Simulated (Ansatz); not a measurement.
The starting structures come from a database of crystals and need not be the phases stable at ambient conditions.

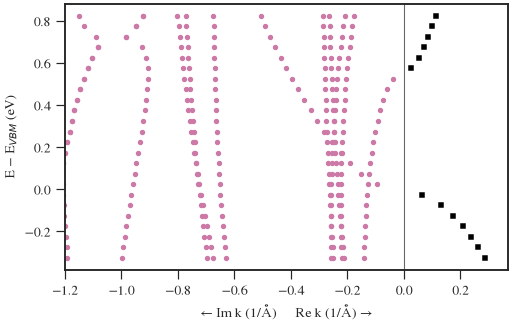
Figure: Complex bands at the centre of the two-dimensional zone; Ansatz (a first-principles code) with PBEsol

No gap correction and no spin-orbit coupling; mid-gap is the computed energy nearest the middle.

**Question.** This is WO$_{3}$ (P4/nmm, not sure to be the ambient phase, 8 atoms a cell, 14.0 Å³ an atom, -2 GPa at this level) along the normal of (110). Read off the slowest decay at the centre of the two-dimensional zone at 0.28 eV, the computed energy nearest the middle of the gap.

**Answer.** κ ≈ 0.10 1/Å, a decay length 1/(2κ) of the density of 5.0 Å.
